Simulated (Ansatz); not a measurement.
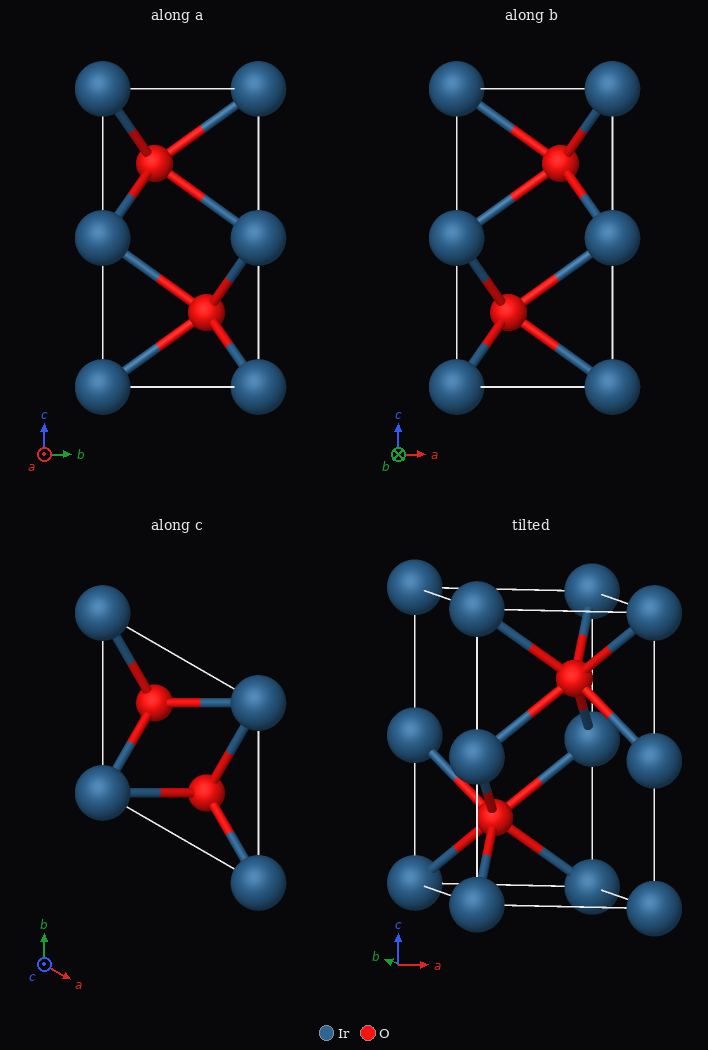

Crystal structure, ball-and-stick style, seen along the a axis, along the b axis, along the c axis and slightly off an axis. The box is the conventional unit cell; atoms on or close to its faces, edges and corners are drawn wherever they repeat.

Lattice parameters: a = 3.2230 Å, b = 3.2230 Å, c = 5.3389 Å, α = 90.000°, β = 90.000°, γ = 120.000°.

### Put the structure into a CIF with its space group and independent sites.

```cif
data_structure
_symmetry_space_group_name_H-M 'P 63/m m c'
_symmetry_Int_Tables_number 194
_cell_length_a 3.2230
_cell_length_b 3.2230
_cell_length_c 5.3389
_cell_angle_alpha 90.000
_cell_angle_beta 90.000
_cell_angle_gamma 120.000
_cell_volume 48.03
loop_
_atom_site_label
_atom_site_type_symbol
_atom_site_symmetry_multiplicity
_atom_site_Wyckoff_symbol
_atom_site_fract_x
_atom_site_fract_y
_atom_site_fract_z
_atom_site_occupancy
Ir1 Ir 2 a 0.0000 0.0000 0.0000 1
O1 O 2 c 0.3333 0.6667 0.2500 1
```

It goes back to a structure type filled with these elements by a generator (whether the compound takes this form wasn't checked). Earlier steps of the study may have refined or changed the cell and positions. It was run through Ansatz as a DFT input.
